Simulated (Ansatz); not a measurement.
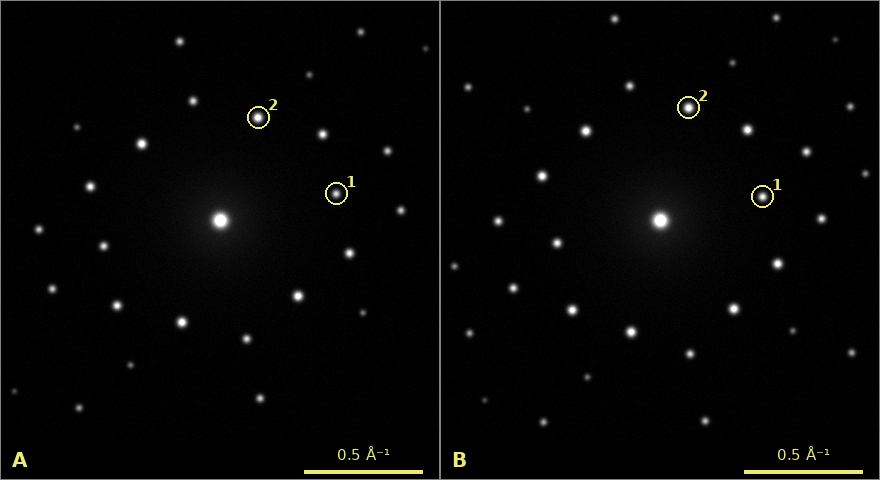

Kinematic electron diffraction patterns (120 kV, B = 0.5 Å², same scale) along [111] of the run's own cell, for the start and the end of one relaxation of BP2 with Ansatz 0.2.0, DFT PBE, scalar-relativistic, plane waves, PAW. k mesh 10×10×10. The start is a generated model structure, and the relaxation ends in the nearest stationary point of its symmetry, not necessarily the ground state. Spot 1 is -1 -1 2 and spot 2 is 1 -2 1 in both.

Start structure:

```
B P
1.0
    -2.73479    2.73479    2.30420
     2.73479   -2.73479    2.30420
     2.73479    2.73479   -2.30420
B P
2 4
Direct
  0.25000 0.25000 0.00000
  0.75000 0.75000 0.00000
  0.66672 0.16672 0.83343
  0.16672 0.33328 0.50000
  0.33328 0.83328 0.16657
  0.83328 0.66672 0.50000
```

Question: Which pattern belongs to the start structure, and which to the relaxed one?

Answer: A is the start: its cell gives d(1) = 1.980 Å, d(2) = 2.161 Å and an angle of 56.9°. B is the relaxed structure, with d(1) = 2.239 Å (+13.1 %), d(2) = 2.038 Å (-5.7 %) and 62.9°.

Question: Name reflections whose intensity changes strongly on relaxation.

Answer: 1 2 -3 goes from 22 to 38 % of the strongest spot.

Question: Summarise the relaxation behind the change.

Answer: The volume changed by +1.0 % to 11.61 Å³ an atom; the fractional coordinates hardly changed; the space group stayed I4/mcm (No. 140); the free energy fell by 270 meV an atom. Relaxed cell: a = 4.529 Å, b = 4.529 Å, c = 4.529 Å, α = 115.16°, β = 115.16°, γ = 98.60°.
